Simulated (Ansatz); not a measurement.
## Electronic structure of C₂H₆InN (SMILES CC#[N+][InH3-]) in real space

```yaml
atoms:
  - { symbol: C, position_ang: [-0.9292, 1.6161, -1.4091] }
  - { symbol: C, position_ang: [-0.3516, 0.6169, -0.5404] }
  - { symbol: N, position_ang: [0.1061, -0.1749, 0.1479] }
  - { symbol: In, position_ang: [1.0698, -1.8406, 1.5959] }
  - { symbol: H, position_ang: [-0.6669, 2.6126, -1.0509] }
  - { symbol: H, position_ang: [-0.5483, 1.4881, -2.4232] }
  - { symbol: H, position_ang: [-2.0152, 1.5133, -1.4187] }
  - { symbol: H, position_ang: [0.5138, -3.2056, 0.6851] }
  - { symbol: H, position_ang: [0.1960, -1.3648, 3.0144] }
  - { symbol: H, position_ang: [2.7085, -1.3125, 1.4021] }
```

Geometry: PBE0-D4/def2-TZVP; core potentials replace the inner electrons of In.

Computed with RKS PBE0-D4/def2-TZVPP (Ansatz 0.2.0).

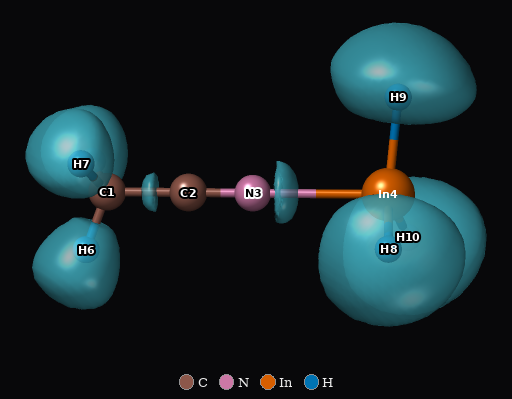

Figure 1. Isosurface of the electron localisation function at 0.9 (cyan), seen across its widest extent. Only the valence region is drawn (cores and ρ < 0.01 e/Å³ removed).

### Where are the electrons localised?

The ELF exceeds this value in one region between bonded C–C atoms (shared pairs), six regions around hydrogen nuclei and one lobe of the valence shell of N pointing towards In. Profiles from the grid: C–N (1.14 Å): the ELF peaks at about 0.85 between the atoms: a short, multiple covalent bond. C–C (1.44 Å): the ELF peaks at about 0.95 between the atoms, as expected for a covalent bond.

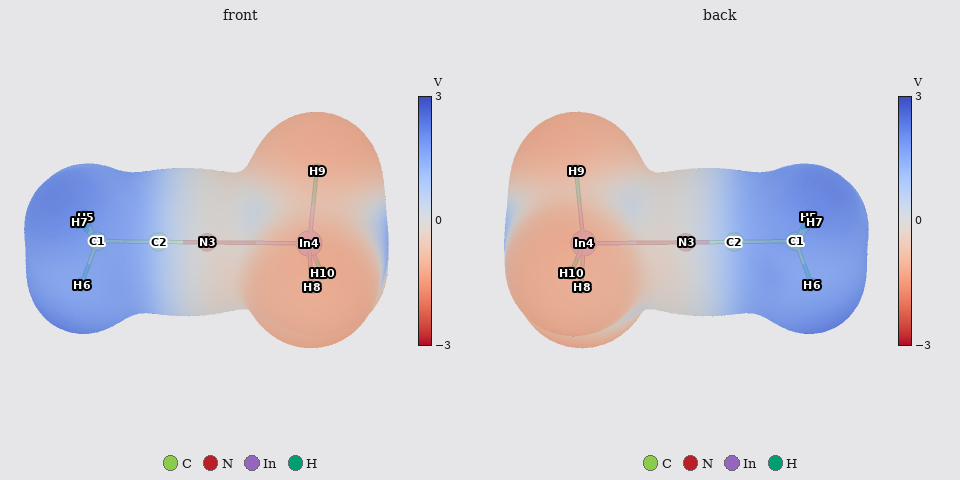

Figure 2. The molecular electrostatic potential painted on the density surface at 0.002 e/bohr³, seen from the front and from behind; the colour scale runs from red (negative) to blue (positive).

### Describe the electrostatic potential map.

The most negative region (about −1.1 V) lies over H8, H9 and H10, the most positive (about +2.1 V) over H5, H6 and H7.

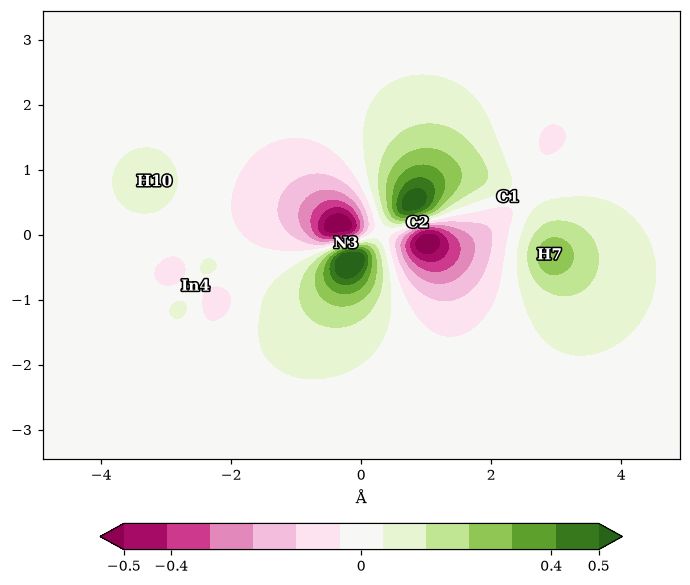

Figure 3. The LUMO on the plane of atoms C2, C1 and H7 (values in Å⁻³ᐟ²; the overall sign is arbitrary).

### Describe this orbital and give its energy.

It lies mainly on C2 (about 35 %), N3 (about 30 %) and C1 (about 10 %); π-antibonding (π*) across C2–N3. It is one of a degenerate set, so its orientation is arbitrary. Its energy is −0.29 eV.
